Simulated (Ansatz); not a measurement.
# BPH6 (SMILES [BH3-][PH3+]): wB97X/def2-SVPD

Aim: the energy change on altering one bond length of BPH6 at wB97X/def2-SVPD, from 2 runs. 

The calculation is run with Ansatz 0.2.0.

48 further runs of the same task are left out: 48 set aside as unsound or not needed.

### 1 The molecule

BPH6 has 8 atoms, charge 0, and is taken as a singlet. As SMILES, `[BH3-][PH3+]`. The coordinates come from a PBE0-D4/def2-TZVP relaxation.

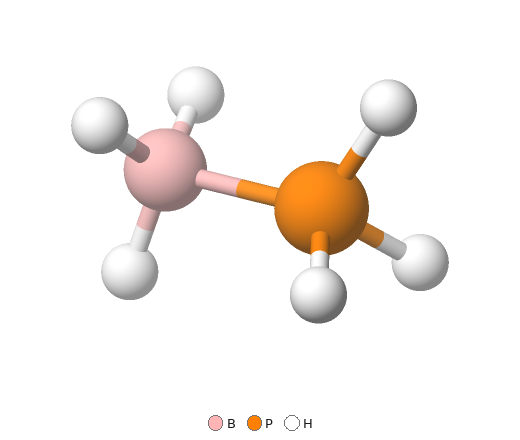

The structure, seen from a chosen angle (boron pink, phosphorus orange, hydrogen white).

### 2 The energy at wB97X/def2-SVPD

input.yaml

```yaml
crystal:
  periodic: [false, false, false]
  atoms:
    - {symbol: B, position_ang: [-0.556100, 0.227200, -0.914000]}
    - {symbol: P, position_ang: [0.433900, -0.181600, 0.667700]}
    - {symbol: H, position_ang: [-1.693400, 0.343100, -0.520100]}
    - {symbol: H, position_ang: [-0.367800, -0.730200, -1.628000]}
    - {symbol: H, position_ang: [-0.055500, 1.254200, -1.309900]}
    - {symbol: H, position_ang: [0.418800, 0.755700, 1.718800]}
    - {symbol: H, position_ang: [1.823100, -0.380300, 0.547100]}
    - {symbol: H, position_ang: [0.089200, -1.345200, 1.382600]}
basis:
  gaussian:
    orbitals: def2-SVPD
hamiltonian:
  xc: {name: wB97X}
accuracy: high
output: {orbitals: {seedname: orbitals}}
```

Command:

```bash
ansatz run input.yaml --threads 1 --pin off --max-ram 3480MiB --events-out events.jsonl --progress --plain --runs-dir runs
```

The log of the run:

```text
Warning: RAYON_NUM_THREADS=1 ignored (pool sized by the plan → 1); use --threads N
Functional definition: wB97X
  name "wB97X"
  parameter omega = 0.3/bohr
  parameter cx = 0.157706
  parameter cx1 = 0.726479
  parameter cx2 = 1.04760
  parameter cx3 = -5.70635
  parameter cx4 = 13.2794
  parameter css1 = -4.33879
  parameter css2 = 18.2308
  parameter css3 = -31.7430
  parameter css4 = 17.2901
  parameter cos1 = 2.37031
  parameter cos2 = -11.3995
  parameter cos3 = 6.58405
  parameter cos4 = -3.78132
  exchange = spin_sum(e_x_unif_sr(omega)*poly(b97_u_x, 1 - cx, cx1, cx2, cx3, cx4)) + cx*exact_x_sr(omega)
      + exact_x_lr(omega)
  correlation = spin_sum(e_c_pw_same_spin*poly(b97_u_same, 1, css1, css2, css3, css4))
      + integral(e_c_pw_opposite_spin*poly(b97_u_opposite, 1, cos1, cos2, cos3, cos4))
1856 factors; integrals over basis functions are off by at most 3.6e-9 eV
412 factors; integrals over basis functions are off by at most 2.1e-9 eV
mean field evaluation 1: about -10057.0259 eV, gradient 2.0e1 eV
mean field evaluation 2: about -10058.2127 eV, gradient 1.0e1 eV
mean field evaluation 4: about -10058.5637 eV, gradient 2.0e-1 eV
mean field evaluation 8: about -10058.5627 eV, gradient 2.3e-3 eV
mean field evaluation 16: about -10058.5627 eV, gradient 1.6e-7 eV
mean field -10058.56266233 eV, -369.6453599021 hartree, gradient 5.0e-8 eV, S^2 0.000000; 0 other end points of the search recorded, 0 dependent functions left out
reference -10058.56265876 eV, -369.6453597707 hartree; 13, 13 occupied and 79, 79 virtual orbitals, 1856 factors
Total energy: -10058.56265876 eV, -369.6453597707 hartree
```

Wall time 23 s (1 thread of Intel Xeon Platinum 8259CL at 2.50GHz (Skylake/Cascade Lake), shared host); peak memory 0.44 GiB.

### 3 The distorted shape at the same level

molecule.yaml

```yaml
crystal:
  periodic: [false, false, false]
  atoms:
    - {symbol: B, position_ang: [-0.706277, -0.080894, -0.795232]}
    - {symbol: P, position_ang: [0.283723, -0.489694, 0.786468]}
    - {symbol: H, position_ang: [-1.843577, 0.035006, -0.401332]}
    - {symbol: H, position_ang: [-0.517977, -1.038294, -1.509232]}
    - {symbol: H, position_ang: [-0.055500, 1.254200, -1.309900]}
    - {symbol: H, position_ang: [0.268623, 0.447606, 1.837568]}
    - {symbol: H, position_ang: [1.672923, -0.688394, 0.665868]}
    - {symbol: H, position_ang: [-0.060977, -1.653294, 1.501368]}
basis:
  gaussian:
    orbitals: def2-SVPD
output:
  orbitals: {seedname: orbitals}
hamiltonian:
  xc: {name: wB97X}
accuracy: high
```

Command:

```bash
ansatz run molecule.yaml --threads 1 --pin off --max-ram 3480MiB --events-out events.jsonl --progress --plain --runs-dir runs
```

The log of the run, shortened:

```text
Warning: RAYON_NUM_THREADS=1 ignored (pool sized by the plan → 1); use --threads N
Functional definition: wB97X
  name "wB97X"
[...]
      + exact_x_lr(omega)
[...]
      + integral(e_c_pw_opposite_spin*poly(b97_u_opposite, 1, cos1, cos2, cos3, cos4))
1872 factors; integrals over basis functions are off by at most 3.5e-9 eV
422 factors; integrals over basis functions are off by at most 1.7e-9 eV
[...]
mean field -10057.76521228 eV, -369.6160541533 hartree, gradient 5.1e-8 eV, S^2 0.000000; 0 other end points of the search recorded, 0 dependent functions left out
reference -10057.76520855 eV, -369.6160540159 hartree; 13, 13 occupied and 79, 79 virtual orbitals, 1872 factors
Total energy: -10057.76520855 eV, -369.6160540159 hartree
```

It took 25 s on 1 thread of Intel Xeon Platinum 8259CL at 2.50GHz (Skylake/Cascade Lake), shared host; peak memory 0.45 GiB.

### 4 What came out

Level: wB97X/def2-SVPD.

```
                                                         quantity          value
                                        first shape: total energy  -369.64536 Eh
                                         first shape: HOMO energy      -11.02 eV
                                         first shape: LUMO energy        1.96 eV
                                       first shape: HOMO–LUMO gap       12.98 eV
                                    distorted shape: total energy  -369.61605 Eh
                                     distorted shape: HOMO energy      -10.09 eV
                                     distorted shape: LUMO energy        1.92 eV
                                   distorted shape: HOMO–LUMO gap       12.01 eV
energy change with the B1–H5 bond stretched from 1.209 to 1.572 Å       0.797 eV
```

In words: With the B1–H5 bond stretched from 1.209 to 1.572 Å the energy rises by 0.80 eV (76.9 kJ/mol). The first shape isn't relaxed at this level, so the change isn't measured from a minimum.
